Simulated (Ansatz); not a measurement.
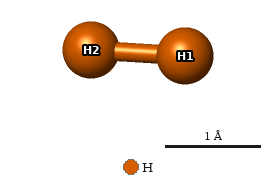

This is the input geometry for a relaxation of H₂ (charge +1, multiplicity 2) (coarse preliminary run). The picture is a ball-and-stick view, seen at a tilt.

The start comes from a force field.

Computed with UKS PBE-D4/def2-SVP in Ansatz.

The input:
```yaml
crystal:
  periodic: [false, false, false]
  atoms:
    - {symbol: H, position_ang: [0.000000, 0.000000, 0.000000]}
    - {symbol: H, position_ang: [0.000000, 0.000000, 1.026910]}
basis:
  gaussian: {orbitals: def2-SVP}
total_charge: 1
magnetization: {spin_polarized: true, initial_magnetization: 1}
hamiltonian: {xc: pbe, dispersion: d4}
relax: {f_tol: 0.03, max_steps: 200}
```

Run as
```bash
ansatz run in.yaml --threads 2 --pin off --events-out ev --progress --plain --max-ram 20480MiB --backend cpu
```

### Predict the outcome.

The largest moves after the best rigid fit, 0.051 Å, are those of H1 and H2. Among the contacts that change: H1–H2 1.027 → 1.129 Å. The energy falls by 1.08 kcal/mol in 3 geometry steps. The largest force component goes from 0.99 to 0.0087 eV/Å.

History of the run:

| step | E − E(0), kcal/mol | largest force component, eV/Å |
| --- | --- | --- |
| 0 | 0.00 | 0.9940 |
| 1 | -0.84 | 0.3514 |
| 2 | -1.05 | 0.1244 |
| 3 | -1.08 | 0.0087 |

Final geometry:

```xyz
2

H     0.0000    0.0000   -0.0508
H     0.0000    0.0000    1.0777
```

After the run, drawn alike:

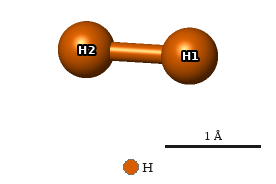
